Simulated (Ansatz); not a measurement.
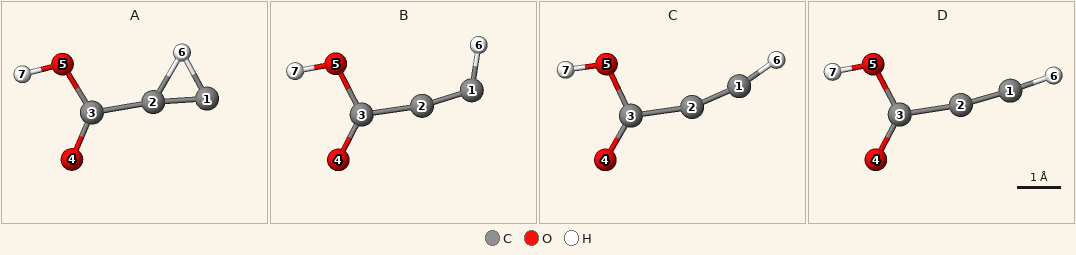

4 geometries from a converged minimum-energy path of C$_{3}$H$_{2}$O$_{2}$, shuffled. A ball-and-stick model, seen at a tilt.

Computed with UKS PBE0-D4/def2-SVP in Ansatz. Run with 7 movable images; climbing image; force threshold 0.05 eV/Å; iteration limit 60; starting path through a guess of the saddle point.

One of them is the converged climbing image. Which?

Answer. A. In order along the path, whose images run from 0 to 8: D (image 1, +1.0 kcal/mol), C (image 2, +4.2 kcal/mol), B (image 4, +25.5 kcal/mol), A (image 6, +45.3 kcal/mol). No bond forms or breaks between the ends. Bond angles that change up to the highest image, for instance: C2–C1–H6 179.8° → 65.2°, C1–C2–C3 177.0° → 174.1°.
